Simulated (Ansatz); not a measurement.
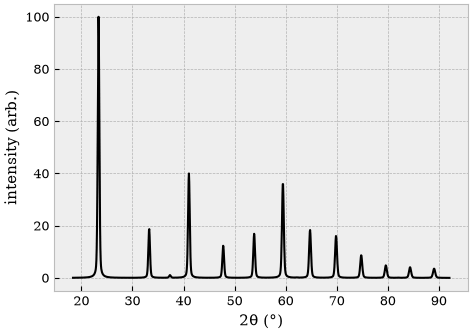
Simulated powder pattern, Fe Kα, λ = 1.93735 Å

The pattern belongs to a structure relaxed with the program Ansatz at the PBE level (PAW).

**Question.** Which of these materials gives this?
(A) AlP, Pm-3n (Al on 6c, P on 6d)
(B) Al2Cu, I4/mcm (Cu on 4a, Al on 8h)
(C) AlPd, Cmcm (Al on 4c, Pd on 4c)
(D) Al, P-3m1 (Pearson symbol hP11)

**Answer.** A, AlP, Pm-3n (Al on 6c, P on 6d)

The start of the workflow was typed in or built on a structure type; neither database checked (COD, Materials Project) lists it. It is not the phase usual at ambient conditions (space group No. 216). Symmetry was held in the PBE relaxation; its stability against distortions is not shown here. The volume moved by 26 % from the start of the relaxation.

Potentials: the earlier of the program's two PAW sets.
